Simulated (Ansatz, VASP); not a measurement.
# Cross-check of KF (Carobbiite) between VASP and Ansatz

Aim: how closely do two programs agree when they are given the same cell, functional and k mesh? The cell is taken from a series of VASP runs on this material, whose earlier steps may have relaxed, scaled or displaced it; both programs get it as it stands. Valence electrons are named where the data sets of a main pair hold unlike numbers.

Main program and level: Ansatz 0.2.0; plane waves, with VASP 6.6.1 beside it; band structure at PBE, band structure at LDA and single point at LDA.

## Step 1: The structure

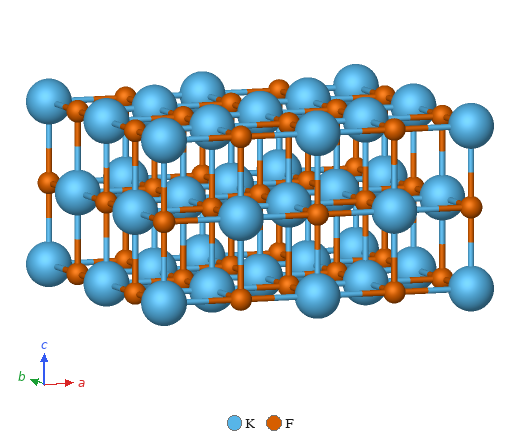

The cell as given, slightly off an axis (potassium blue, fluorine orange). 2×2×1 cells are drawn. This picture shows the conventional cell, with its axes. Some periodic images of atoms are drawn too.

## Step 2: Ansatz: band structure, PBE

Ansatz runs on its default PAW (the set named soft_2) files.

The same path points are solved in both programs, so levels can be compared one by one.

input.yaml

```yaml
crystal:
  lattice:
    - [0.0, 2.6735, 2.6735]
    - [2.6735, 0.0, 2.6735]
    - [2.6735, 2.6735, 0.0]
  atoms:
    - { symbol: K, position: [0.0, 0.0, 0.0] }
    - { symbol: F, position: [0.5, 0.5, 0.5] }
hamiltonian:
  xc: pbe
  pseudopotentials: { kind: paw }
kpoints:
  mp_grid: { grid: [8, 8, 8] }
  band_path:
    path:
      - [0.0, 0.0, 0.0]
      - [0.16667, 0.0, 0.16667]
      - [0.33333, 0.0, 0.33333]
      - [0.5, 0.0, 0.5]
      - [0.5, 0.08333, 0.58333]
      - [0.5, 0.19444, 0.69444]
      - [0.5, 0.25, 0.75]
      - [0.45833, 0.29167, 0.75]
      - [0.40278, 0.34722, 0.75]
      - [0.375, 0.375, 0.75]
      - [0.20833, 0.20833, 0.41667]
      - [0.08333, 0.08333, 0.16667]
      - [0.0, 0.0, 0.0]
      - [0.22222, 0.22222, 0.22222]
      - [0.38889, 0.38889, 0.38889]
      - [0.51389, 0.47222, 0.51389]
      - [0.55556, 0.38889, 0.55556]
      - [0.61111, 0.27778, 0.61111]
      - [0.61111, 0.25, 0.63889]
      - [0.56944, 0.25, 0.68056]
      - [0.51389, 0.25, 0.73611]
      - [0.5, 0.27778, 0.72222]
      - [0.5, 0.38889, 0.61111]
      - [0.5, 0.47222, 0.52778]
      - [0.48611, 0.48611, 0.52778]
      - [0.43056, 0.43056, 0.63889]
      - [0.38889, 0.38889, 0.72222]
      - [0.59722, 0.19444, 0.59722]
      - [0.55556, 0.11111, 0.55556]
      - [0.5, 0.0, 0.5]
    npoints: 1
scf:
  occupations: { method: gaussian, width: 0.03 }
  n_extra_bands: 7
output:
  forces: true
  stress: true
  eigenvalues: true
```

Command:

```sh
ansatz run input.yaml --threads 2 --pin off --max-ram 4608MiB --backend cpu --events-out ev --progress --plain --runs-dir out
```

Numbers of over 12 decimals in the logs are rounded to 6 here.

What it wrote:

```text
scf.n_extra_bands = 7 over 8 filled bands (N_el = 16.0): the run solves 15 bands
Engine: ansatz 0.2.0, x86_64-unknown-linux-gnu
Pseudopotentials: kind: paw
Pseudopotential: K, paw, valence charge 9, recommended cutoff 420 eV (normal), K.paw.azcp
Pseudopotential: F, paw, valence charge 7, recommended cutoff 420 eV (normal), F.paw.azcp
Functional definition: PBE
  parameter kappa = 0.804
  parameter beta = 0.066725
  exchange = pbe_x(kappa = kappa, mu = beta*pi^2/3)
  correlation = pbe_c(beta = beta)
Crystal: 2 atoms, lattice volume = 38.218 Å³
Basis set: ecut = 420 eV, 725 PW (Γ), exchange–correlation on 54×54×54 points (8 copies of the dense FFT grid, shifted against one another)
Bands: 15, of which v1, the nominal top of the filled ones, is band 8 counted from 1 (7 counted from 0)
Symmetry: 48 space group operations
Space group: Fm-3m (ITA 225), of the structure as read, at distance tolerance 3.4e-5 Å
k-points: 29 of 512
Non-local potential: K, projectors of the file, l = 0: 3, l = 1: 2, l = 2: 2
Non-local potential: F, projectors of the file, l = 0: 2, l = 1: 2, l = 2: 1
PAW form: soft (Blöchl's): semilocal exchange-correlation on the pseudo side does not see the compensation charge
PAW one-centre angular grid: K, 110 points (default); XC on 64 Gauss nodes
PAW one-centre angular grid: F, 110 points (default); XC on 64 Gauss nodes
Initial density: superposition of atomic densities (neutral atoms: chi_scale 0, normalization atom), corrected by the library's trained network
Initial wavefunctions: pseudopotential atomic-orbital guess
Functional: x = pbe(κ = 0.804, μ = 0.219515), c = pbe(β = 0.066725)
SCF iter   1: F=—  HF=-2348.796610 eV  |F-HF|=—  |Δ(HF+E_count)|=         —  Δρ=9.71e-4  dr2=2.19e-4  ethr=1.77e-3  ⟨swp⟩=6.1  Hψ=2702  notcnv=0  defer=4
preconditioner: auto → none  [insulator: Δε(μ)=6.169 eV  Ē_g=19.289 eV  σ=0.030 eV  W_gap=1.00  n_scr=14 (ndim 8)  ℏωp=22.5 eV  f_vac=0.124  D(μ)=0.00/eV (n_scr^D=0)  ε∞_Penn≈2.4]
SCF iter   2: F=—  HF=-2348.796874 eV  |F-HF|=—  |Δ(HF+E_count)|=   2.64e-4  Δρ=1.66e-3  dr2=7.87e-4  ethr=1.37e-6  ⟨swp⟩=2.0  Hψ=958  notcnv=0  defer=31
SCF iter   3: F=—  HF=-2348.796712 eV  |F-HF|=—  |Δ(HF+E_count)|=   1.62e-4  Δρ=6.75e-4  dr2=1.47e-4  ethr=1.37e-6  ⟨swp⟩=2.0  Hψ=526  notcnv=0  defer=31
SCF iter   4: F=—  HF=-2348.796666 eV  |F-HF|=—  |Δ(HF+E_count)|=   4.58e-5  Δρ=1.89e-4  dr2=9.37e-6  ethr=9.21e-7  ⟨swp⟩=2.1  Hψ=478  notcnv=0  defer=31
SCF iter   5: F=—  HF=-2348.796744 eV  |F-HF|=—  |Δ(HF+E_count)|=   7.85e-5  Δρ=8.07e-4  dr2=1.95e-4  ethr=5.85e-8  ⟨swp⟩=2.3  Hψ=670  notcnv=0  defer=31
SCF iter   6: F=—  HF=-2348.796708 eV  |F-HF|=—  |Δ(HF+E_count)|=   3.63e-5  Δρ=4.05e-4  dr2=5.08e-5  ethr=5.85e-8  ⟨swp⟩=2.0  Hψ=598  notcnv=0  defer=31
SCF iter   7: F=—  HF=-2348.796695 eV  |F-HF|=—  |Δ(HF+E_count)|=   1.30e-5  Δρ=1.09e-4  dr2=3.69e-6  ethr=5.85e-8  ⟨swp⟩=2.0  Hψ=598  notcnv=0  defer=31
SCF iter   8: F=—  HF=-2348.796694 eV  |F-HF|=—  |Δ(HF+E_count)|=   9.24e-7  Δρ=3.30e-5  dr2=3.33e-7  ethr=2.31e-8  ⟨swp⟩=2.0  Hψ=477  notcnv=0  defer=31
SCF iter   9: F=-2348.796694 eV  HF=-2348.796694 eV  |F-HF|=2.61e-8  |Δ(HF+E_count)|=   8.22e-8  Δρ=9.74e-6  dr2=2.95e-8  ethr=6.25e-10  ⟨swp⟩=6.5  Hψ=2007  notcnv=0
SCF 1 converged in 9 iterations: F = -2348.796694 eV  dr2 = 2.95e-8
  greatest PAW one-centre occupation: 0.988 electrons in one spin orbital (limit 2), on the K atom at site 0 (counted from 0), in its partial waves of l = 0
NSCF: frozen V_eff on 30 k-points
SCF converged after 9 iterations
Free energy (F): -2348.796694 eV
Harris-Foulkes:  -2348.796694 eV  (|F-HF|=2.61e-8)
Internal energy: -2348.796694 eV  (E = F + TS)
E sigma→0 (E₀):  -2348.796694 eV
Fermi energy:    4.534547 eV
--- Per-component energies (eV) ---
  E_band       = -125.406674
  E_kinetic    = 462.312858
  E_local      = -1112.025962  (includes V_loc(G=0)·N_el)
  E_nonlocal   = 85.952499
  E_hartree    = 401.072940
  E_xc         = -216.464030
  E_vxc        = -269.082015  (∫ρ·V_xc dr)
  E_paw        = -982.194926  (= ΣΔE_a)
  E_vpaw       = -94.707457  (= ΣTr[D̂ρ^β])
  E_aug_tail   = 0.002065  (compensation charges beyond the density's cutoff)
  E_ewald      = -987.452138
  E_smearing   = -0.000000  (= −TS)
  E_closure    = 0.000000  (closes the sum)
  Σ components = -2348.796694   (vs F -2348.796694, Δ=0.00e0)
--- Forces (eV/Å), atoms counted from 1 ---
  atom   1  K     -0.00000000    -0.00000000    -0.00000000
  atom   2  F      0.00000000    -0.00000000     0.00000000
  max |Σ_I F_I| component: 1.39e-29 eV/Å
--- Stress (GPa, compression-positive) ---
        1.315802       0.000000       0.000000
       -0.000000       1.315802       0.000000
       -0.000000       0.000000       1.315802
  P = ⅓ Tr σ = 1.3158 GPa (13.158 kbar)
--- Band table (eV; the first three rows and the last of 29) ---
  k-point 0: bands = [... 4 lower, -7.9317, 1.4485, 1.4485, 1.4485, 7.6204, 12.1187, 12.1187, 12.1187, ... 3 higher]
  k-point 1: bands = [... 4 lower, -7.9372, 1.3091, 1.3958, 1.3958, 8.0519, 11.8740, 12.3240, 12.3240, ... 3 higher]
  k-point 2: bands = [... 4 lower, -7.9502, 1.0140, 1.2716, 1.2716, 9.1284, 11.5352, 12.8300, 12.8300, ... 3 higher]
  k-point 28: bands = [... 4 lower, -8.0189, 1.0461, 1.2851, 1.2851, 11.1794, 11.1794, 12.6287, 14.7744, ... 3 higher]
```

Wall time 0.99 s (2 threads of Intel Xeon at 2.60GHz (Ice Lake), shared host); peak memory 0.34 GiB; 1.6 s of CPU time.

The column dr2 measures how far the density is from self-consistency, as an energy; F and HF (Harris–Foulkes) agree once it is small.

## Step 3: VASP: band structure, PBE

The same cell, functional, mesh and smearing now go to VASP, with its own data sets.

Lines of VASP's logs that name or quote its potential files are left out, and so is its time.

INCAR

```
SYSTEM = KF
PREC = Accurate
ENCUT = 460
EDIFF = 1E-06
NELM = 100
ISMEAR = 0
SIGMA = 0.03
LREAL = .FALSE.
ALGO = Normal
GGA = PE
NBANDS = 20
LORBIT = 11
LWAVE = .FALSE.
LCHARG = .FALSE.
KPAR = 4
LASPH = .TRUE.
```

POSCAR

```
KF
1.0
    0.0000000000      2.6735000000      2.6735000000
    2.6735000000      0.0000000000      2.6735000000
    2.6735000000      2.6735000000      0.0000000000
K F
1 1
Direct
    0.0000000000      0.0000000000      0.0000000000
    0.5000000000      0.5000000000      0.5000000000
```

KPOINTS

```
Automatic mesh
0
Gamma
8 8 8
0 0 0
```

KPOINTS_OPT

```
Line mode
10
Line-mode
Reciprocal
  0.00000000   0.00000000   0.00000000 GAMMA
  0.50000000   0.00000000   0.50000000 X

  0.50000000   0.00000000   0.50000000 X
  0.50000000   0.25000000   0.75000000 W

  0.50000000   0.25000000   0.75000000 W
  0.37500000   0.37500000   0.75000000 K

  0.37500000   0.37500000   0.75000000 K
  0.00000000   0.00000000   0.00000000 GAMMA

  0.00000000   0.00000000   0.00000000 GAMMA
  0.50000000   0.50000000   0.50000000 L

  0.50000000   0.50000000   0.50000000 L
  0.62500000   0.25000000   0.62500000 U

  0.62500000   0.25000000   0.62500000 U
  0.50000000   0.25000000   0.75000000 W

  0.50000000   0.25000000   0.75000000 W
  0.50000000   0.50000000   0.50000000 L

  0.50000000   0.50000000   0.50000000 L
  0.37500000   0.37500000   0.75000000 K

  0.62500000   0.25000000   0.62500000 U
  0.50000000   0.00000000   0.50000000 X
```

The projector-augmented-wave data sets are K_sv and F (PBE family, release 64).

Command:

```sh
mpirun -np 4 vasp_std
```

What it wrote:

```text
[banner, memory and clock lines left out]
running    4 mpi-ranks, on    1 nodes
 distrk:  each k-point on    1 cores,    4 groups
 distr:  one band on    1 cores,    1 groups

 POSCAR found type information on POSCAR K F
 POSCAR found :  2 types and       2 ions
 LDA part: xc-table for (Slater+PW92), standard interpolation
 POSCAR, INCAR and KPOINTS ok, starting setup
 FFT: planning ... GRIDC
 FFT: planning ... GRID_SOFT
 FFT: planning ... GRID
 WAVECAR not read
 entering main loop
       N       E                     dE             d eps       ncg     rms          rms(c)
DAV:   1     0.990066264708E+02    0.99007E+02   -0.72965E+03  1168   0.708E+02
DAV:   2    -0.612703408908E+01   -0.10513E+03   -0.97720E+02  1364   0.220E+02
DAV:   3    -0.945469987017E+01   -0.33277E+01   -0.33066E+01  1528   0.337E+01
DAV:   4    -0.955129623508E+01   -0.96596E-01   -0.96558E-01  1584   0.534E+00
DAV:   5    -0.955281370868E+01   -0.15175E-02   -0.15175E-02  1540   0.527E-01    0.628E+00
DAV:   6    -0.832490870654E+01    0.12279E+01   -0.22287E+00  1280   0.109E+01    0.431E+00
DAV:   7    -0.829714701035E+01    0.27762E-01   -0.72206E-02  1320   0.176E+00    0.215E+00
DAV:   8    -0.829131675974E+01    0.58303E-02   -0.40511E-02  1300   0.153E+00    0.259E-01
DAV:   9    -0.829378644656E+01   -0.24697E-02   -0.31665E-03  1460   0.400E-01    0.123E-01
DAV:  10    -0.829459189747E+01   -0.80545E-03   -0.70645E-04  1256   0.173E-01    0.665E-02
DAV:  11    -0.829465611201E+01   -0.64215E-04   -0.59626E-05  1280   0.639E-02    0.257E-02
DAV:  12    -0.829465781002E+01   -0.16980E-05   -0.57841E-06  1324   0.240E-02    0.325E-03
DAV:  13    -0.829465834316E+01   -0.53315E-06   -0.15210E-06  1292   0.919E-03
   1 F= -.82946583E+01 E0= -.82946583E+01  d E =-.789956E-13
 Start KPOINTS_OPT (optional k-point list driver)
k-point batch [1-29\100]
       N       E                     dE             ncg
DAV:   1    -0.239029986415E+04   -0.17033E+05     1160
DAV:   2    -0.550492290129E+04   -0.31146E+04     1396
DAV:   3    -0.560382703056E+04   -0.98904E+02     1560
DAV:   4    -0.560627660236E+04   -0.24496E+01     1576
DAV:   5    -0.560630848886E+04   -0.31887E-01     1508
DAV:   6    -0.560630983664E+04   -0.13478E-02     1548
DAV:   7    -0.560630990492E+04   -0.68275E-04     1312
DAV:   8    -0.560630990765E+04   -0.27264E-05      988
DAV:   9    -0.560630990776E+04   -0.11515E-06      944
[...]
k-point batch [88-100\100]
       N       E                     dE             ncg
DAV:   1     0.751093409526E+04   -0.84650E+04      520
DAV:   2     0.618070833727E+04   -0.13302E+04      640
DAV:   3     0.613297511827E+04   -0.47733E+02      724
DAV:   4     0.613197093027E+04   -0.10042E+01      644
DAV:   5     0.613194996732E+04   -0.20963E-01      696
DAV:   6     0.613194885478E+04   -0.11125E-02      648
DAV:   7     0.613194879147E+04   -0.63302E-04      624
DAV:   8     0.613194878781E+04   -0.36676E-05      424
DAV:   9     0.613194878762E+04   -0.18552E-06      384
```

Parts of OUTCAR (step 3):

```text
ion  position               nearest neighbor table
   1  0.000  0.000  0.000-   2 2.67   2 2.67   2 2.67   2 2.67   2 2.67   2 2.67
   2  0.500  0.500  0.500-   1 2.67   1 2.67   1 2.67   1 2.67   1 2.67   1 2.67

  LATTYP: Found a face centered cubic cell.
 ALAT       =     5.3470000000

 Subroutine GETGRP returns: Found 48 space group operations
 (whereof 48 operations were pure point group operations)

The static configuration has the point symmetry O_h .

 Found     29 irreducible k-points:

   k-points           NKPTS =     29   k-points in BZ     NKDIM =     29   number of bands    NBANDS=     20

   dimension x,y,z NGX =    28 NGY =   28 NGZ =   28
   dimension x,y,z NGXF=    56 NGYF=   56 NGZF=   56

   ENCUT  =  460.0 eV  33.81 Ry    5.81 a.u.   6.61  6.61  6.61*2*pi/ulx,y,z

   NELECT =      16.0000    total number of electrons

 k-points in reciprocal lattice and weights: Automatic mesh
   0.00000000  0.00000000  0.00000000       0.002
   0.12500000  0.00000000  0.00000000       0.016
   0.25000000  0.00000000  0.00000000       0.016
   0.37500000  0.00000000  0.00000000       0.016
   0.50000000  0.00000000  0.00000000       0.008
   0.12500000  0.12500000  0.00000000       0.012
   0.25000000  0.12500000  0.00000000       0.047
   0.37500000  0.12500000  0.00000000       0.047
   0.50000000  0.12500000  0.00000000       0.047
[...]
-0.37500000  0.50000000  0.12500000       0.023
  -0.25000000  0.50000000  0.25000000       0.012

 average (electrostatic) potential at core
       1 -36.1028       2 -77.9728

 E-fermi :  -2.6759

 k-point     1 :       0.0000    0.0000    0.0000
  band No.  band energies     occupation
    ...
      4     -12.2042      2.00000
      5     -12.2042      2.00000
      6      -2.8133      2.00000
      7      -2.8133      2.00000
      8      -2.8133      2.00000
      9       3.3460      0.00000
     10       7.8645      0.00000
     11       7.8645      0.00000
     12       7.8645      0.00000
     13       9.5343      0.00000
    ...

 k-point     2 :       0.1250    0.0000    0.0000
  band No.  band energies     occupation
    ...
      4     -12.2097      2.00000
      5     -12.2097      2.00000
      6      -2.9526      2.00000
      7      -2.8658      2.00000
      8      -2.8658      2.00000
      9       3.7782      0.00000
     10       7.6172      0.00000
     11       8.0737      0.00000
     12       8.0737      0.00000
     13       9.6775      0.00000
    ...

 k-point     3 :       0.2500    0.0000    0.0000
  band No.  band energies     occupation
    ...
      4     -12.2227      2.00000
      5     -12.2227      2.00000
      6      -3.2486      2.00000
      7      -2.9892      2.00000
      8      -2.9892      2.00000
      9       4.8574      0.00000
     10       7.2754      0.00000
     11       8.5912      0.00000
     12       8.5912      0.00000
     13      10.1237      0.00000
    ...

  Total        0.1240929      0.1240929      0.1240929     -0.0000000     -0.0000000      0.0000000
  in kB        5.2021975      5.2021975      5.2021975     -0.0000000     -0.0000000      0.0000000
  external PRESSURE =       5.2021975 kB  Pullay stress =       0.0000000 kB

  energy-cutoff  :      460.00
  volume of cell :       38.22
      direct lattice vectors                 reciprocal lattice vectors
     0.000000000  2.673500000  2.673500000    -0.187020759  0.187020759  0.187020759
     2.673500000  0.000000000  2.673500000     0.187020759 -0.187020759  0.187020759
     2.673500000  2.673500000  0.000000000     0.187020759  0.187020759 -0.187020759

 POSITION                                       TOTAL-FORCE (eV/Angst)
 -----------------------------------------------------------------------------------
      0.00000      0.00000      0.00000         0.000000      0.000000     -0.000000
      2.67350      2.67350      2.67350         0.000000      0.000000      0.000000
 -----------------------------------------------------------------------------------
    total drift:                                0.000000      0.000000      0.000000

  FREE ENERGIE OF THE ION-ELECTRON SYSTEM (eV)
  ---------------------------------------------------
  free  energy   TOTEN  =        -8.2946583432 eV

  energy  without entropy=       -8.2946583432  energy(sigma->0) =       -8.29465834

 total charge
# of ion       s       p       d       tot
------------------------------------------
    1        1.958   5.591   0.033   7.582
    2        1.741   4.356   0.000   6.097
--------------------------------------------------
tot          3.699   9.947   0.033  13.679

[... 3 further parts left out ...]
```

The run ends at a pressure of 0.52 GPa.

## Step 4: Comparison

Known differences besides the potentials themselves: the cutoff is 420 eV in Ansatz and 460 eV in VASP. Total energies have different zeros and are not compared.

Both answers:

| quantity | Ansatz | VASP | difference |
| --- | --- | --- | --- |
| pressure (GPa) | 1.32 | 0.52 | +0.80 |
| pressure without Ansatz's Pulay correction (GPa) | 1.01 | 0.52 | +0.49 |
| gap over the path points (eV) | 6.172 | 6.160 | +0.012 |

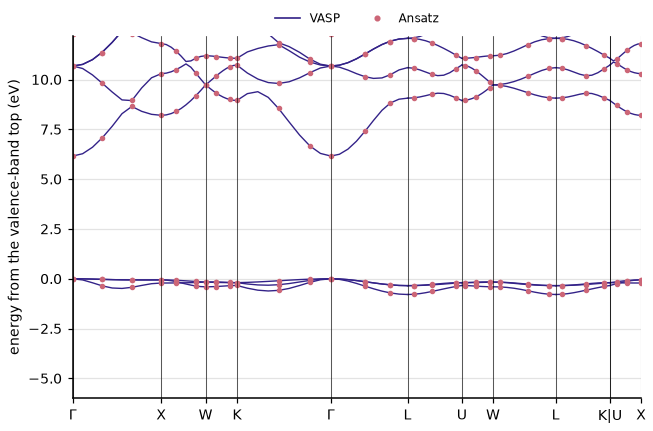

Bands from VASP (lines) and levels from Ansatz (dots). Dots without a line are higher empty bands that the VASP plot leaves out.

Levels at points of the path, from each program's valence-band top (eV; 3 filled, then empty):

| k (reciprocal lattice) | Ansatz | VASP |
| --- | --- | --- |
| 0.000 0.000 0.000 | 0.00 0.00 0.00 6.17 10.67 10.67 | 0.00 0.00 0.00 6.16 10.68 10.68 |
| 0.167 0.000 0.167 | -0.36 -0.03 -0.03 7.09 9.81 11.35 | -0.36 -0.03 -0.03 7.08 9.81 11.38 |
| 0.333 0.000 0.333 | -0.43 -0.06 -0.06 8.66 8.95 12.30 | -0.43 -0.06 -0.06 8.65 8.95 12.34 |
| 0.500 0.000 0.500 | -0.21 -0.06 -0.06 8.21 10.30 11.79 | -0.21 -0.06 -0.06 8.20 10.30 11.80 |
| 0.500 0.083 0.583 | -0.21 -0.14 -0.07 8.41 10.50 11.41 | -0.21 -0.14 -0.08 8.40 10.50 11.42 |
| 0.500 0.194 0.694 | -0.36 -0.18 -0.14 9.19 10.32 11.06 | -0.36 -0.19 -0.14 9.19 10.32 11.07 |
| 0.500 0.250 0.750 | -0.40 -0.16 -0.16 9.73 9.73 11.18 | -0.40 -0.17 -0.17 9.73 9.73 11.19 |
| 0.458 0.292 0.750 | -0.39 -0.18 -0.16 9.33 10.17 11.14 | -0.39 -0.18 -0.16 9.33 10.17 11.16 |
| 0.403 0.347 0.750 | -0.35 -0.19 -0.19 9.00 10.64 11.07 | -0.35 -0.19 -0.19 8.99 10.65 11.08 |
| 0.375 0.375 0.750 | -0.34 -0.20 -0.19 8.96 10.72 11.06 | -0.34 -0.20 -0.19 8.95 10.72 11.06 |

Among the levels compared at these points, filled levels agree within 2 meV and empty ones within 40 meV. Ansatz's pressure holds a Pulay correction of 0.30 GPa; VASP's holds none.

## Step 5: Ansatz: band structure, LDA

Levels along a path test the potential and the projectors away from the mesh points. The cell compared in this pair holds 34.59 Å³, against 38.22 Å³ for the pair before.

The cell is taken from a series of VASP runs on this material, whose earlier steps may have relaxed, scaled or displaced it; both programs get it as it stands.

input.yaml, as its differences from that of step 2:

```diff
@@ -2,5 +2,5 @@
   lattice:
-    - [0.0, 2.6735, 2.6735]
-    - [2.6735, 0.0, 2.6735]
-    - [2.6735, 2.6735, 0.0]
+    - [0.0, 2.5859887331, 2.5859887331]
+    - [2.5859887331, 0.0, 2.5859887331]
+    - [2.5859887331, 2.5859887331, 0.0]
   atoms:
@@ -9,3 +9,3 @@
 hamiltonian:
-  xc: pbe
+  xc: lda
   pseudopotentials: { kind: paw }
```

Command:

```sh
ansatz run input.yaml --threads 2 --pin off --max-ram 4608MiB --backend cpu --events-out ev --progress --plain --runs-dir out
```

What it wrote:

```text
[...]
Crystal: 2 atoms, lattice volume = 34.587 Å³
Basis set: ecut = 420 eV, 645 PW (Γ)
Bands: 15, of which v1, the nominal top of the filled ones, is band 8 counted from 1 (7 counted from 0)
Symmetry: 48 space group operations
[...]
k-points: 29 of 512
[...]
k-point 0: bands = [... 4 lower, -7.0373, 1.7323, 1.7323, 1.7323, 8.0671, 12.5148, 12.5148, 12.5148, ... 3 higher]
  k-point 1: bands = [... 4 lower, -7.0439, 1.5587, 1.6614, 1.6614, 8.5465, 12.2271, 12.7508, 12.7508, ... 3 higher]
  k-point 2: bands = [... 4 lower, -7.0594, 1.1972, 1.4958, 1.4958, 9.7034, 11.8749, 13.3443, 13.3443, ... 3 higher]
  k-point 28: bands = [... 4 lower, -7.1409, 1.2220, 1.6105, 1.6105, 11.5092, 11.5092, 13.3627, 15.6752, ... 3 higher]
[key lines of the parts left out:]
SCF converged after 6 iterations
Free energy (F): -2292.778764 eV
Fermi energy:    4.899808 eV
P = ⅓ Tr σ = -0.2455 GPa (-2.455 kbar)
```

Run time: 1.8 s. Hardware: 2 threads; peak memory 0.3 GiB.

[end of part 1 of 2]

[Lines on the potential files, build, host, timing and source positions are cut from VASP's logs without a mark.]

[Logs are printed without paths, hosts, clocks, repeated set-up lines and the standing remarks that a program may print on its own settings, such as how far it seeks lower states.]

[Hosts, paths, dates, database ids (printed as entryN), source tags and the programs' standing remarks are cut or masked in the printed files.]
